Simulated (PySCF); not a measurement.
**CH4Si (SMILES C=[SiH2]) at CISD/STO-3G**

What is the vertical singlet–triplet gap of CH4Si at CISD/STO-3G? Input form: a Python script.

Program for the calculation: PySCF 2.14.0.

5 further runs of the same task are left out: 5 set aside as unsound or not needed.

### Step 1. The molecule

CH4Si has 6 atoms, charge 0, and is taken as a singlet. As SMILES, `C=[SiH2]`. The shape is that of a GFN2-xTB optimisation.

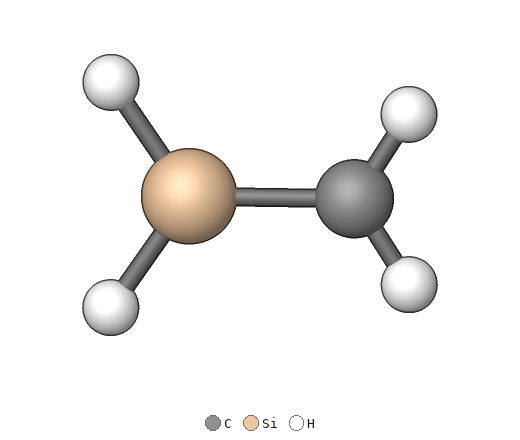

The structure, seen from a chosen angle (carbon grey, silicon light orange, hydrogen white).

### Step 2. The energy at CISD/STO-3G

calc.py

```python
from pyscf import gto, scf, ci

system = gto.M(
    atom='''
C     -0.738690    -0.547160    -0.265100
Si     0.611270     0.451760     0.218260
H     -1.408510    -0.996610     0.448130
H     -0.962920    -0.758160    -1.296740
H      0.952980     0.765970     1.600750
H      1.545870     1.084200    -0.705300
''',
    basis='sto-3g',
    spin=0,
    max_memory=1860,
    verbose=3,
)

myscf = scf.RHF(system)
myscf.conv_tol = 1e-10
myscf.kernel()
if not myscf.converged:
    myscf = myscf.newton().run(myscf.mo_coeff, myscf.mo_occ)

cisd = ci.CISD(myscf, frozen=6)
cisd.kernel()
etot = cisd.e_tot
print(f'total energy: {etot:.8f} hartree')
```

Run with:

```
$ OMP_NUM_THREADS=1 python calc.py
```

The program printed:

```text
converged SCF energy = -325.214062166406
E(RCISD) = -325.362302673461  E_corr = -0.1482405070552422
total energy: -325.36230267 hartree
```

It took 0.5 s on 1 thread of Arm Neoverse V2, shared host; peak memory 0.1 GiB.

### Step 3. The triplet

calc.py

```python
from pyscf import gto, scf, ci

mol = gto.Mole()
mol.atom = '''
C     -1.395922    -1.033983    -0.500966
Si     1.155133     0.853703     0.412452
H     -2.661698    -1.883320     0.846843
H     -1.819655    -1.432715    -2.450483
H      1.800871     1.447474     3.024979
H      2.921271     2.048841    -1.332824
'''
mol.unit = 'bohr'
mol.max_memory = 1860
mol.verbose = 4
mol.spin = 2
mol.basis = 'sto-3g'
mol.build()

calc0 = scf.UHF(mol)
calc0.conv_tol = 1e-10
calc0.kernel()
if not calc0.converged:
    calc0 = calc0.newton().run(calc0.mo_coeff, calc0.mo_occ)

cisd = ci.CISD(calc0, frozen=6)
cisd.kernel()
e_tot = cisd.e_tot
print(f'total energy: {e_tot:.8f} hartree')
```

Run with:

```
$ OMP_NUM_THREADS=1 python calc.py
```

The program printed:

```text
PySCF version 2.14.0

[... 41 lines left out ...]
WARN: HOMO 0.138366926410601 >= LUMO -0.134539888126829
[... 46 lines left out ...]
converged SCF energy = -325.171387494319  <S^2> = 2.0279055  2S+1 = 3.0185463
[... 1 line left out ...]
******** <class 'pyscf.ci.ucisd.UCISD'> ********
CISD nocc = (np.int64(7), np.int64(5)), nmo = (12, 12)
frozen orbitals 6
max_cycle = 50
direct = 0
conv_tol = 1e-09
max_cycle = 50
max_space = 12
lindep = 0
nroots = 1
Init t2, MP2 energy = -0.0635146195365667
UCISD converged
E(UCISD) = -325.2636518948521  E_corr = -0.09226440053328905
total energy: -325.26365189 hartree
```

Wall time 0.56 s (1 thread of Arm Neoverse V2, shared host); peak memory 0.1 GiB.

### Step 4. Outcome

At CISD/STO-3G, 6 core orbitals frozen:

| quantity | value |
| --- | --- |
| singlet: total energy | -325.36230 Eh |
| singlet: dipole moment (Hartree–Fock density) | 1.13 D |
| singlet: HOMO energy (Hartree–Fock orbitals) | -5.50 eV |
| singlet: LUMO energy (Hartree–Fock orbitals) | 7.26 eV |
| singlet: HOMO–LUMO gap (Hartree–Fock orbitals) | 12.77 eV |
| singlet: correlation energy (6 core orbitals frozen) | -148.2 mEh |
| triplet: total energy | -325.26365 Eh |
| triplet: dipole moment (Hartree–Fock density) | 0.33 D |
| triplet: HOMO energy (Hartree–Fock orbitals) (highest over α and β) | -3.64 eV |
| triplet: LUMO energy (Hartree–Fock orbitals) (lowest over α and β) | 6.20 eV |
| triplet: correlation energy (6 core orbitals frozen) | -92.3 mEh |
| triplet: ⟨S²⟩ of the reference determinant | 2.028 |
| vertical energy of the triplet above the singlet | 2.684 eV |

At this shape the triplet lies 2.68 eV (62 kcal/mol) above the singlet. In a minimal basis such a difference can be off by several eV, whatever the method. Mulliken charges (singlet) of the mean-field density run from -0.38 on C1 to +0.59 on Si2.
